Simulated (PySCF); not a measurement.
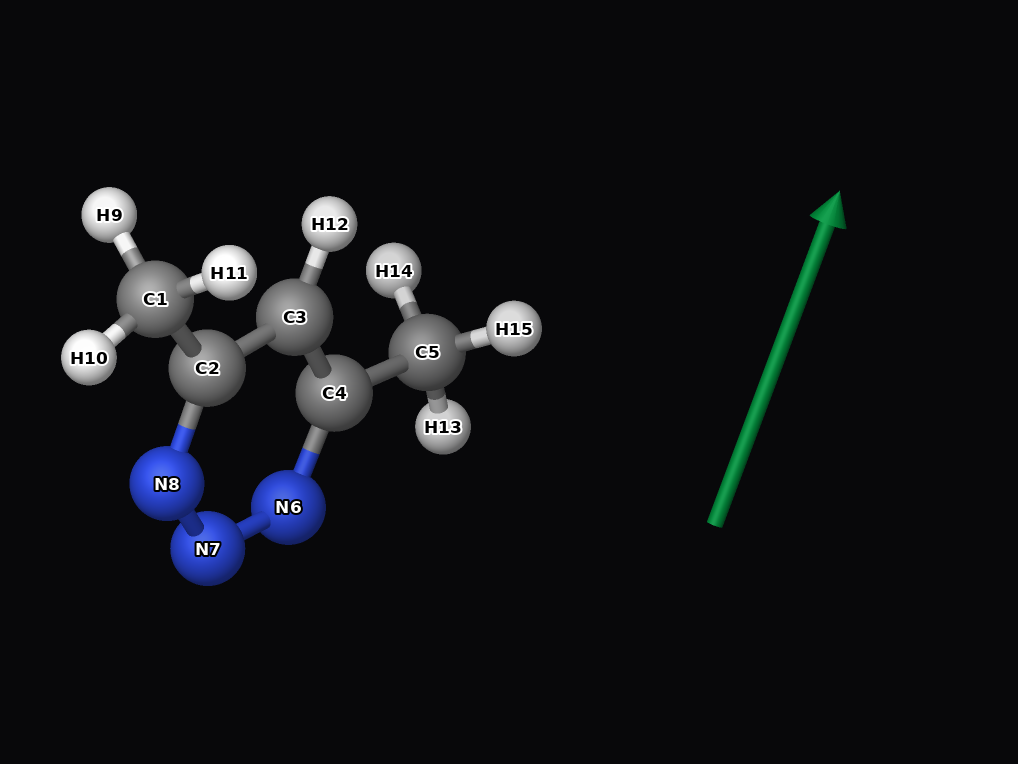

The arrow beside the molecule shows the direction of the dipole moment, from the negative to the positive end (its length means nothing). Computed geometry: GFN2-xTB optimisation. No frequency run is at hand to confirm it as a minimum. Method: B3LYP/pcJ-1, gas phase (PySCF 2.14.0).

> Estimate the dipole moment.

5.40 D; it points from the side of N7 to the side of H12 (the outermost atoms at the two ends).
